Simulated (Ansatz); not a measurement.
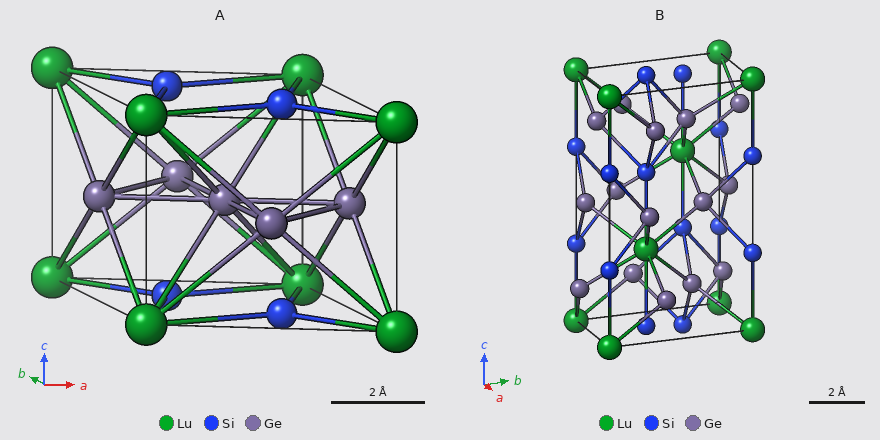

Two structures of LuSi₂Ge₃, each relaxed to rest (conventional cells in solid outline, small ones repeated, not to one scale). Method: DFT PBE, scalar-relativistic, plane waves, PAW (Ansatz 0.2.0), without spin polarisation.

### What are the two structures?

A: CeCo₃B₂ type, P6/mmm. B: 18 atoms a cell on a rhombohedral (trigonal R) lattice, R32.

### Compare their energies: which is lower?

B is lower, by 103 meV/atom at this level of theory (energies at zero smearing). Volumes: A 19.7, B 20.9 Å³/atom.

One or both may be structure types tried for this composition rather than known phases.
